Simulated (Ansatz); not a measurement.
# C₃H₅AlO: small, medium and large basis sets

How large a basis does C₃H₅AlO need? Two functionals are run in growing sets.

Method: one geometry, several basis sets; program: Ansatz 0.2.0, Gaussian basis.

Levels to be run: PBE0-D4/def2-SVP; ωB97M-V/def2-SVP; PBE0-D4/def2-QZVPP; ωB97M-V/def2-QZVPP; the functionals' def2-TZVPP values are taken from earlier runs.

## (1) The geometry

All runs share one geometry, relaxed beforehand with PBE0-D4 in a triple-zeta def2 set.

10 atoms, charge 0, spin multiplicity 1.

Atoms are counted from 1 here; the program's logs count them from 0.

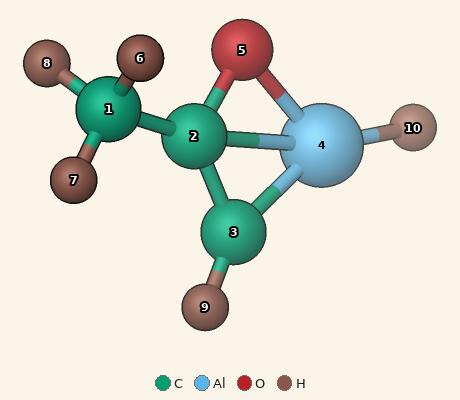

The structure; carbon teal, aluminium blue, oxygen red, hydrogen brown; atoms are numbered from 1 in the order of the file.

## (2) PBE0-D4 in def2-SVP

Input file in.yaml:

```yaml
crystal:
  periodic: [false, false, false]
  atoms:
    - {symbol: C, position_ang: [-1.406165, -0.625989, 0.184512]}
    - {symbol: C, position_ang: [-0.068216, -0.021638, -0.029701]}
    - {symbol: C, position_ang: [1.012327, 0.045339, 0.790179]}
    - {symbol: Al, position_ang: [1.741145, 0.952032, -0.688702]}
    - {symbol: O, position_ang: [0.108581, 0.570296, -1.265808]}
    - {symbol: H, position_ang: [-2.176367, 0.141067, 0.066523]}
    - {symbol: H, position_ang: [-1.487018, -1.077135, 1.172303]}
    - {symbol: H, position_ang: [-1.591661, -1.383360, -0.581952]}
    - {symbol: H, position_ang: [1.044929, -0.364753, 1.786483]}
    - {symbol: H, position_ang: [2.905544, 1.713041, -1.430737]}
basis:
  gaussian: {orbitals: def2-SVP}
hamiltonian: {xc: pbe0, dispersion: d4}
output: {orbitals: {seedname: orbitals}}
```

Started as:

```
> ansatz run in.yaml --threads 2 --pin off --events-out ev --progress --plain --max-ram 4352MiB
```

The program printed:

```text
Functional definition: PBE0
  name "PBE0"
  cite "Adamo & Barone, J. Chem. Phys. 110, 6158 (1999) doi:10.1063/1.478522"
  cite "Perdew, Burke & Ernzerhof, Phys. Rev. Lett. 77, 3865 (1996) doi:10.1103/PhysRevLett.77.3865"
  parent pbe
  parameter a = 0.25
  parameter kappa = 0.804
  parameter beta = 0.06672455060314922
  exchange = (1 - a)*pbe_x(kappa = kappa, mu = beta*pi^2/3) + a*exact_x
  correlation = pbe_c(beta = beta)
1133 factors; their error is unknown
mean field evaluation 1: about -11812.7103 eV, gradient 5.9e1 eV
mean field evaluation 2: about -11807.4734 eV, gradient 7.4e1 eV
mean field evaluation 4: about -11820.8988 eV, gradient 5.0e0 eV
mean field evaluation 8: about -11820.9567 eV, gradient 3.0e-1 eV
mean field evaluation 16: about -11821.0554 eV, gradient 1.8e-4 eV
mean field -11821.05538382 eV, -434.4157727564 hartree, gradient 2.6e-5 eV, S^2 0.000000; 0 other end points of the search recorded, 0 dependent functions left out
reference -11821.05541455 eV, -434.4157738856 hartree; 22, 22 occupied and 77, 77 virtual orbitals, 1133 factors
Total energy: -11821.22251775 eV, -434.4219148148 hartree
```

It took 1.3 s on 2 threads of AMD EPYC 7B13, shared host.

## (3) ωB97M-V in def2-SVP

Edit in.yaml of step 2 so:

```diff
@@ -15,3 +15,3 @@
   gaussian: {orbitals: def2-SVP}
-hamiltonian: {xc: pbe0, dispersion: d4}
+hamiltonian: {xc: {name: wB97M-V}}
 output: {orbitals: {seedname: orbitals}}
```

The command is unchanged.

The program printed (excerpt; [...] marks lines left out):

```text
Functional definition: wB97M-V
  name "wB97M-V"
  cite "Mardirossian & Head-Gordon, J. Chem. Phys. 144, 214110 (2016) doi:10.1063/1.4952647"
  cite "Becke, J. Chem. Phys. 107, 8554 (1997) doi:10.1063/1.475007"
  cite "Vydrov & Van Voorhis, J. Chem. Phys. 133, 244103 (2010) doi:10.1063/1.3521275"
  # Of w^i u^j: cxij and so on, Table III.
[...]
  gx(w, u) = 1 - cx + cx01*u + cx10*w
  gss(w, u) = css00 + css04*u^4 + css10*w + css20*w^2 + css43*w^4*u^3
  gos(w, u) = cos00 + cos10*w + (cos20 + cos21*u)*w^2 + (cos60 + cos61*u)*w^6
[...]
      + integral(e_c_pw_mod_opposite_spin*gos(b97_w_opposite, b97_u_opposite)) + vv10(b, c)
1114 factors; their error is unknown
276 factors; integrals over basis functions are off by at most 9.4e-6 eV
[...]
mean field -11827.60015093 eV, -434.6562885112 hartree, gradient 2.4e-5 eV, S^2 0.000000; 0 other end points of the search recorded, 0 dependent functions left out
reference -11827.60019939 eV, -434.6562902922 hartree; 22, 22 occupied and 77, 77 virtual orbitals, 1114 factors
Total energy: -11827.60019939 eV, -434.6562902922 hartree
```

Run time: 4.4 s. Hardware: 2 threads of AMD EPYC 7B13, shared host; peak memory 0.3 GiB.

## (4) PBE0-D4 in def2-QZVPP

Edit in.yaml of step 3 so:

```diff
@@ -14,4 +14,4 @@
 basis:
-  gaussian: {orbitals: def2-SVP}
-hamiltonian: {xc: {name: wB97M-V}}
+  gaussian: {orbitals: "def2-QZVPP.json"}
+hamiltonian: {xc: pbe0, dispersion: d4}
 output: {orbitals: {seedname: orbitals}}
```

The command is unchanged.

The program printed:

```text
Functional definition: PBE0
  name "PBE0"
  cite "Adamo & Barone, J. Chem. Phys. 110, 6158 (1999) doi:10.1063/1.478522"
  cite "Perdew, Burke & Ernzerhof, Phys. Rev. Lett. 77, 3865 (1996) doi:10.1103/PhysRevLett.77.3865"
  parent pbe
  parameter a = 0.25
  parameter kappa = 0.804
  parameter beta = 0.06672455060314922
  exchange = (1 - a)*pbe_x(kappa = kappa, mu = beta*pi^2/3) + a*exact_x
  correlation = pbe_c(beta = beta)
1410 factors; their error is unknown
mean field evaluation 1: about -11818.3086 eV, gradient 7.3e1 eV
mean field evaluation 2: about -11793.6977 eV, gradient 1.2e2 eV
mean field evaluation 4: about -11829.6789 eV, gradient 9.7e0 eV
mean field evaluation 8: about -11829.8891 eV, gradient 1.4e-1 eV
mean field evaluation 16: about -11829.8971 eV, gradient 2.6e-4 eV
mean field -11829.89708984 eV, -434.7406994593 hartree, gradient 7.1e-5 eV, S^2 0.000000; 0 other end points of the search recorded, 0 dependent functions left out
reference -11829.89713239 eV, -434.7407010231 hartree; 22, 22 occupied and 426, 426 virtual orbitals, 1410 factors
Total energy: -11830.06423559 eV, -434.7468419523 hartree
```

Wall time 11 s (2 threads of AMD EPYC 7B13, shared host); peak memory 1.3 GiB.

## (5) ωB97M-V in def2-QZVPP

Edit in.yaml of step 4 so:

```diff
@@ -15,3 +15,3 @@
   gaussian: {orbitals: "def2-QZVPP.json"}
-hamiltonian: {xc: pbe0, dispersion: d4}
+hamiltonian: {xc: {name: wB97M-V}}
 output: {orbitals: {seedname: orbitals}}
```

Launched as before.

The program printed (excerpt; [...] marks lines left out):

```text
Functional definition: wB97M-V
  name "wB97M-V"
  cite "Mardirossian & Head-Gordon, J. Chem. Phys. 144, 214110 (2016) doi:10.1063/1.4952647"
  cite "Becke, J. Chem. Phys. 107, 8554 (1997) doi:10.1063/1.475007"
  cite "Vydrov & Van Voorhis, J. Chem. Phys. 133, 244103 (2010) doi:10.1063/1.3521275"
  # Of w^i u^j: cxij and so on, Table III.
[...]
  gx(w, u) = 1 - cx + cx01*u + cx10*w
  gss(w, u) = css00 + css04*u^4 + css10*w + css20*w^2 + css43*w^4*u^3
  gos(w, u) = cos00 + cos10*w + (cos20 + cos21*u)*w^2 + (cos60 + cos61*u)*w^6
[...]
      + integral(e_c_pw_mod_opposite_spin*gos(b97_w_opposite, b97_u_opposite)) + vv10(b, c)
1367 factors; their error is unknown
376 factors; integrals over basis functions are off by at most 1.1e-5 eV
[...]
mean field -11836.63730922 eV, -434.9883979529 hartree, gradient 4.1e-5 eV, S^2 0.000000; 0 other end points of the search recorded, 0 dependent functions left out
reference -11836.63737738 eV, -434.9884004579 hartree; 22, 22 occupied and 426, 426 virtual orbitals, 1367 factors
Total energy: -11836.63737738 eV, -434.9884004579 hartree
```

Wall time 23 s (2 threads of AMD EPYC 7B13, shared host); peak memory 1.6 GiB.

## (6) Functionals by basis

The def2-TZVPP values come from earlier runs at the same geometry.

```
functional       basis  functions  energy (eV)  from the largest (eV)  HOMO (eV)  LUMO (eV)
   PBE0-D4    def2-SVP         99  -11821.2225                  8.842      -6.24      -1.11
   PBE0-D4  def2-TZVPP        236  -11829.5605                  0.504      -6.36      -1.17
   PBE0-D4  def2-QZVPP        448  -11830.0642                  0.000      -6.40      -1.23
   ωB97M-V    def2-SVP         99  -11827.6002                  9.037      -8.44       0.63
   ωB97M-V  def2-TZVPP        236  -11836.1560                  0.481      -8.58       0.47
   ωB97M-V  def2-QZVPP        448  -11836.6374                  0.000      -8.62       0.24
```

## (7) What came out

```
                                       quantity          value
PBE0-D4: double and triple zeta above quadruple  8.84, 0.50 eV
ωB97M-V: double and triple zeta above quadruple  9.04, 0.48 eV
```

In words: For PBE0-D4 the step from double to triple zeta gains 8.34 eV and the next only 0.50 eV. Total energies overstate the basis error of differences, where much of it tends to cancel.

For PBE0-D4 the largest set took about 8 times as long as the smallest (11 s against 1.3 s).
